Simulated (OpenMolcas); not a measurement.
**C3H4AlF (SMILES C#[C][Al]([CH3])[F]) at 6 levels**

Wanted: a comparison of 6 runs (BHLYP/cc-pVDZ, M06-2X/cc-pVDZ, M06-L/cc-pVDZ, PBE/cc-pVDZ, TPSS/cc-pVDZ, CCSD(T)/cc-pVDZ) of C3H4AlF. 

The results are computed with OpenMolcas 26.06.

1 further run of the same task is left out (set aside as unsound or not needed).

## Step 1: Starting point

C3H4AlF has 9 atoms, charge 0, and is taken as a singlet. As SMILES, `C#[C][Al]([CH3])[F]`. The coordinates come from a PBE0-D4/def2-TZVP relaxation.

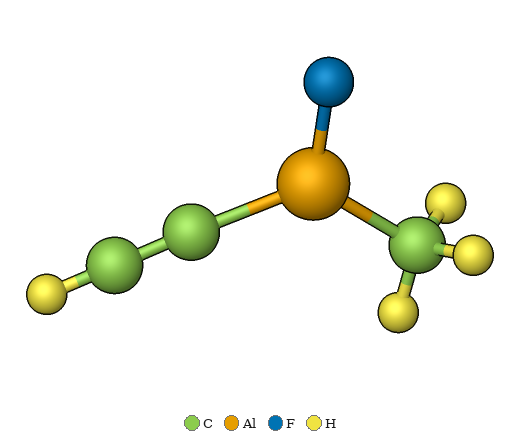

Viewed from a chosen angle; carbon green, aluminium amber, fluorine blue, hydrogen yellow.

## Step 2: Energy and gradient at BHLYP/cc-pVDZ (run 1)

The input, test.input:

```
&gateway
 baslib=$CurrDir
 coord
 9
 angstrom
 C        0.214800       2.769900       0.344200
 C        0.305500       1.631300      -0.055000
 Al       0.406600      -0.178300      -0.626600
 C       -0.438400      -1.662200       0.274100
 F        1.286200      -0.460300      -1.993400
 H        0.139200       3.776200       0.690400
 H       -1.159600      -2.156900      -0.383600
 H        0.298900      -2.419800       0.555700
 H       -0.964600      -1.346100       1.177300
 basis=cc-pVDZ
 group=NoSym

&seward
 gridinput
 Grid=UltraFine
 End of Grid

&scf
 ksdft=HYB_GGA_XC_BHANDHLYP
 thresholds=1e-10 1e-07 1e-07 1e-05
 prorbitals=0

&alaska
```

The basis set cc-pVDZ is read from a file made from the Basis Set Exchange's data (not shown).

The run is started by

```console
$ export MOLCAS_MEM=1860
$ pymolcas test.input > test.log
```

What it wrote:

```text
--- Start Module: gateway ---
[...]
--- Stop Module: gateway /rc=_RC_ALL_IS_WELL_ ---
[...]
      Basis functions           94
[...]
--- Start Module: scf ---
[...]
       Convergence after  15 Iterations
[...]
::    Total KS-DFT energy                            -458.9208469571
[...]
      Total spin, S                                     0.0000000000
[...]
      Total electronic charge=   44.000000
      Total            charge=   -0.000000
[...]
      Dipole Moment (debye):
      Origin of the operator (angstrom)=    0.4033    0.1994   -0.5344
                   X= -1.1824E+00               Y=  2.0594E-01               Z=  1.7940E+00           Total=  2.1584E+00
      Quadrupole Moment (debye*angstrom):
[...]
--- Stop Module: scf /rc=_RC_ALL_IS_WELL_ ---
[...]
--- Start Module: alaska ---
[...]
 *              Molecular gradients               *
 **************************************************
  Irreducible representation: a
 ------------------------------------------------------------------------------------------
                              X                       Y                       Z
 ------------------------------------------------------------------------------------------
  C1                3.19167673971110E-04   -2.09997512093807E-03   -9.64753582849642E-04
  C2               -5.13991742541325E-04    4.69306073772269E-04    8.72238926006408E-04
  AL3               9.88427142779003E-03   -2.94191056702142E-03   -1.52967861456546E-02
  C4                9.82445800832288E-05    7.47366356463885E-04    3.97118480810477E-05
  F5               -1.02305298261189E-02    3.39258865046599E-03    1.59283617121879E-02
  H6                2.70485260189801E-07   -4.75254818820048E-04   -1.10480876401198E-04
  H7                8.92735108541487E-04    5.22208111381151E-04    9.28191292813185E-04
  H8               -1.04296217391919E-03    9.03825780033340E-04   -3.35099973059139E-04
[...]
--- Stop Module: alaska /rc=_RC_ALL_IS_WELL_ ---
[...]
```

It took 53 s on 1 thread of AMD EPYC 7R43 (Zen 3), shared host; peak memory 0.52 GiB.

## Step 3: Energy and gradient at M06-2X/cc-pVDZ (run 2)

The input, struct.xyz:

```xyz
9

C      0.214800     2.769900     0.344200
C      0.305500     1.631300    -0.055000
Al     0.406600    -0.178300    -0.626600
C     -0.438400    -1.662200     0.274100
F      1.286200    -0.460300    -1.993400
H      0.139200     3.776200     0.690400
H     -1.159600    -2.156900    -0.383600
H      0.298900    -2.419800     0.555700
H     -0.964600    -1.346100     1.177300
```

The input, test.input:

```
* C3H4AlF Kohn-Sham DFT

&GATEWAY
  BasLib = $CurrDir
  Coord = struct.xyz
  Basis = cc-pVDZ
  Group = NoSym

&SEWARD
  GridInput
  Grid=UltraFine
  End of Grid

&SCF
  KSDFT = M062X
  Thresholds = 1e-10 1e-07 1e-07 1e-05
  PrOrbitals = 1 2

&ALASKA
```

The basis set cc-pVDZ is read from a file made from the Basis Set Exchange's data (not shown).

The run is started by

```console
$ export MOLCAS_MEM=1860
$ pymolcas test.input > test.log
```

What it wrote:

```text
--- Start Module: gateway ---
[...]
--- Stop Module: gateway /rc=_RC_ALL_IS_WELL_ ---
[...]
      Basis functions           94
[...]
--- Start Module: scf ---
[...]
       Convergence after  14 Iterations
[...]
::    Total KS-DFT energy                            -458.9252324061
[...]
      Total spin, S                                     0.0000000000
[...]
      Total electronic charge=   44.000000
      Total            charge=   -0.000000
[...]
      Dipole Moment (debye):
      Origin of the operator (angstrom)=    0.4033    0.1994   -0.5344
                   X= -1.1749E+00               Y=  1.3418E-01               Z=  1.7656E+00           Total=  2.1250E+00
      Quadrupole Moment (debye*angstrom):
[...]
--- Stop Module: scf /rc=_RC_ALL_IS_WELL_ ---
[...]
--- Start Module: alaska ---
[...]
 *              Molecular gradients               *
 **************************************************
  Irreducible representation: a
 ------------------------------------------------------------------------------------------
                              X                       Y                       Z
 ------------------------------------------------------------------------------------------
  C1                1.16874531481892E-03   -1.19849239433751E-02   -4.52716258981978E-03
  C2               -1.64037341876891E-03    1.36818385327359E-02    5.61089313675051E-03
  AL3               1.17900864418869E-02   -1.01703078054816E-03   -1.76620230348288E-02
  C4               -1.09563706806615E-03   -1.66484314266846E-03    1.24840288815964E-03
  F5               -1.22215660976579E-02    3.96401868117202E-03    1.90158823415683E-02
  H6                4.21358526174642E-04   -6.00610062484730E-03   -2.02210567823369E-03
  H7                3.06777244748835E-03    1.86686899379573E-03    3.33233534846400E-03
  H8               -3.70358964595541E-03    3.13617713679193E-03   -1.04181957239313E-03
[...]
--- Stop Module: alaska /rc=_RC_ALL_IS_WELL_ ---
[...]
```

It took 60 s on 1 thread of AMD EPYC 7R43 (Zen 3), shared host; peak memory 0.51 GiB.

Runs 3 to 5 aren't shown in full; the table further down has their settings and results.

## Step 4: The energy at CCSD(T)/cc-pVDZ (run 6)

The input, calc.input:

```
* C3H4AlF CCSD(T)
>>> EXPORT MOLCAS_PRINT=2

&gateway
  baslib=$CurrDir
  coord
  9
  bohr
  C      0.40591317     5.23435239     0.65044373
  C      0.57731133     3.08271023    -0.10393494
  Al     0.76836264    -0.33693817    -1.18410239
  C     -0.82845593    -3.14110276     0.51797393
  F      2.43056574    -0.86984094    -3.76698006
  H      0.26304988     7.13598379     1.30466692
  H     -2.19132641    -4.07595028    -0.72489894
  H      0.56483914    -4.57275928     1.05012081
  H     -1.82282982    -2.54376034     2.22477457
  basis=cc-pVDZ
  group=NoSym

&seward

&scf
  thresholds=1e-10 1e-07 1e-07 1e-05
  prorbitals=1 1

&rasscf
  fileorb=$Project.ScfOrb
  spin=1
  nactel=0 0 0
  inactive=22
  ras2=0
  outorbitals=Canonical
  orblisting=Few

&motra
  jobiph
  frozen=9

&ccsdt
  cct
  triples=2
  iterations=80
  accuracy=1e-08
  extrapolation=5 4
```

The basis set cc-pVDZ is read from a file made from the Basis Set Exchange's data (not shown).

The run is started by

```console
$ export MOLCAS_MEM=1860
$ pymolcas calc.input > calc.log
```

What it wrote:

```text
--- Start Module: gateway ---
[...]
--- Stop Module: gateway /rc=_RC_ALL_IS_WELL_ ---
[...]
      Basis functions           94
[...]
       Convergence after  15 Iterations
[...]
::    Total SCF energy                               -457.3345939831
[...]
      Total spin, S                                     0.0000000000
[...]
      Number of active orbitals                  0
[...]
      Spin quantum number                      0.0
[...]
      Active orbitals                            0
[...]
      Number of CSFs                             1
[...]
      Number of root(s) required                 1
[...]
      Convergence after  4 iterations
[...]
      Natural orbitals and occupation numbers for root  1
      ************************************************************************************************************************
      *                                                    Final results                                                     *
      ************************************************************************************************************************
[...]
::    RASSCF root number  1 Total energy:   -457.33459398
[...]
      Total electronic charge=   44.000000
      Total            charge=   -0.000000
[...]
      Dipole Moment (debye):
      Origin of the operator (angstrom)=    0.4033    0.1994   -0.5344
                   X= -1.2380E+00               Y=  3.2879E-01               Z=  1.9057E+00           Total=  2.2962E+00
      Quadrupole Moment (debye*angstrom):
[...]
--- Start Module: motra ---
[...]
      *** WARNING: Default frozen orbitals is overwritten by user input.
      *** Default values:   6
[...]
--- Stop Module: motra /rc=_RC_ALL_IS_WELL_ ---
[...]
--- Start Module: ccsdt ---
[...]
      Convergence after                    17  Iterations
      Total energy (diff) :    -458.00660344      -0.00000000
[...]
 METHOD                       : CCSD+T(CCSD)+<T3(1)WT1> = CCSD(T)
[...]
       CCSD     =      -458.0066034439826
[...]
--- Stop Module: ccsdt /rc=_RC_ALL_IS_WELL_ ---
[...]
```

Run time: 1.8 min. Hardware: 1 thread of AMD EPYC 7R43 (Zen 3), shared host; peak memory 0.51 GiB.

## Step 5: Overview of the runs

```csv
run,level,task,integration grid,energy (Eh),dipole moment (D) of the reference,HOMO energy (eV),LUMO energy (eV),wall time
1,BHLYP/cc-pVDZ,gradient,UltraFine,-458.920847,2.16,-9.23,-0.26,53 s
2,M06-2X/cc-pVDZ,gradient,UltraFine,-458.925232,2.13,-9.42,-0.47,60 s
3,M06-L/cc-pVDZ,gradient,UltraFine,-458.996728,2.00,-7.16,-1.59,62 s
4,PBE/cc-pVDZ,gradient,UltraFine,-458.626176,1.95,-6.92,-1.90,64 s
5,TPSS/cc-pVDZ,gradient,UltraFine,-459.073192,1.93,-6.93,-1.76,80 s
6,CCSD(T)/cc-pVDZ,energy,–,-458.027368,2.30,-10.93,1.85,1.8 min
```

## Step 6: Outcome

| quantity | value |
| --- | --- |
| run 6: total energy | -458.02737 Eh |
| run 6: dipole moment (mean-field density) | 2.30 D |
| run 6: HOMO energy (Hartree–Fock orbitals) | -10.93 eV |
| run 6: LUMO energy (Hartree–Fock orbitals) | 1.85 eV |
| run 6: HOMO–LUMO gap (Hartree–Fock orbitals) | 12.78 eV |
| run 6: correlation energy (9 core orbitals frozen) | -692.8 mEh |
| run 6: (T) correction | -20.76 mEh |

**Reading.** Over runs 1, 2, 3, 4, 5 the dipole moment (its size) runs from 1.93 D (TPSS/cc-pVDZ) to 2.16 D (BHLYP/cc-pVDZ). Over runs 1, 2, 3, 4, 5 the HOMO–LUMO gap runs from 5.02 eV (PBE/cc-pVDZ) to 8.97 eV (BHLYP/cc-pVDZ). Totals of different functionals can't be ranked against each other. All runs together took 7.1 min, the longest 1.8 min.
